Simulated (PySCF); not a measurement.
Cl3GaK, charge +1, SMILES `[K+].Cl[Ga](Cl)Cl`.

Computed with PySCF, B3LYP/def2-SVP, geometry: GFN2-xTB. This is a single-reference result, which may miss multireference character in this system. The pair's geometry is semi-empirical, so its contact may be too short or too long. GFN2-xTB bond lengths at metals and heavier atoms can be off by up to 0.1 Å and shapes distorted, which carries into these values. Without diffuse functions Rydberg states are missing, so the states' numbers hold for this basis only.

Cartesian coordinates (Å):

```
K1      -2.7177   -0.0003    0.0000
Cl2      2.7439    0.0010    0.0000
Ga3      0.6902   -0.0002    0.0000
Cl4     -0.4815   -1.7544    0.0000
Cl5     -0.4836    1.7541    0.0000
```

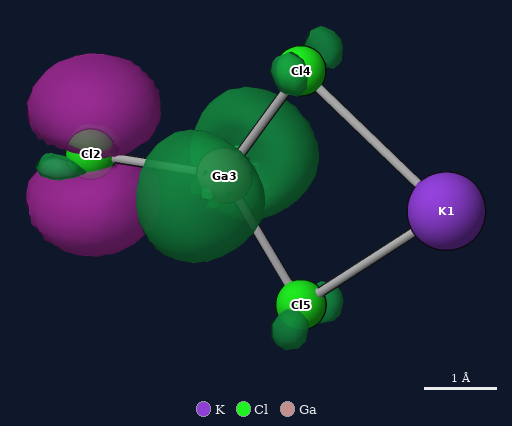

Unrelaxed difference density of S₃ less the ground state (TDA singlet states), ±0.04 e/Å³; green: gain, purple: loss.

Q: How does the charge move on excitation?

A: 0.88 e is displaced in all, of which about 0.7 e passes between atoms: Cl2 (0.74 e) loses electrons and Ga3 (0.58 e) and Cl4 and Cl5 (0.06 e each) gain them. The state: 6.25 eV (198 nm), f = 0.000 (dark), ligand-centred; the leading pair carries 100 %; hole on Cl2 (86 %) and Ga3 (7 %), electron on Ga3 (65 %), Cl2 (12 %) and Cl4 and Cl5 (10 % each); their centroids lie 1.7 Å apart.
